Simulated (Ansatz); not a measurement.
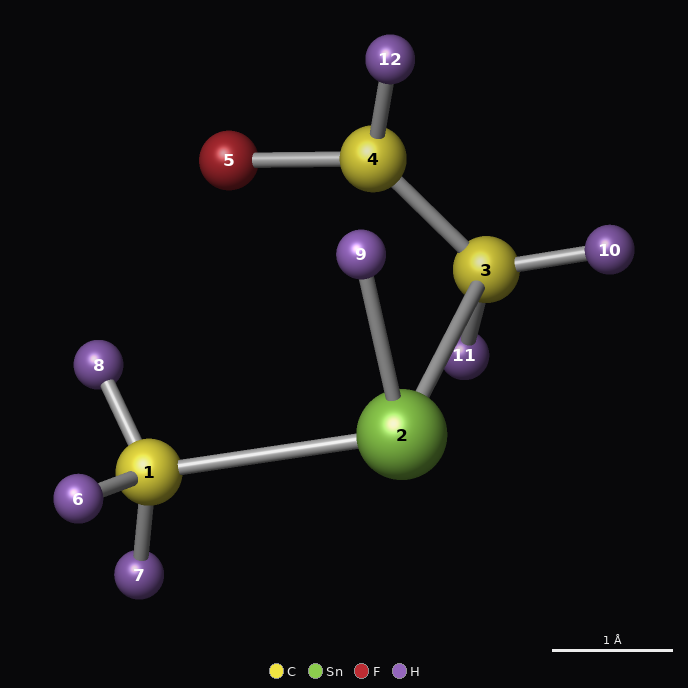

The computed structure is the end point of a PBE-D4/def2-SVP optimisation. No frequency run is at hand to confirm it as a minimum.

List the bonds and their lengths.

| bond | length (Å) |
| --- | --- |
| C1–Sn2 | 2.231 |
| C1–H6 | 1.110 |
| C1–H7 | 1.108 |
| C1–H8 | 1.108 |
| Sn2–C3 | 2.593 |
| Sn2–H9 | 1.805 |
| C3–C4 | 1.368 |
| C3–H10 | 1.099 |
| C3–H11 | 1.100 |
| C4–F5 | 1.332 |
| C4–H12 | 1.102 |
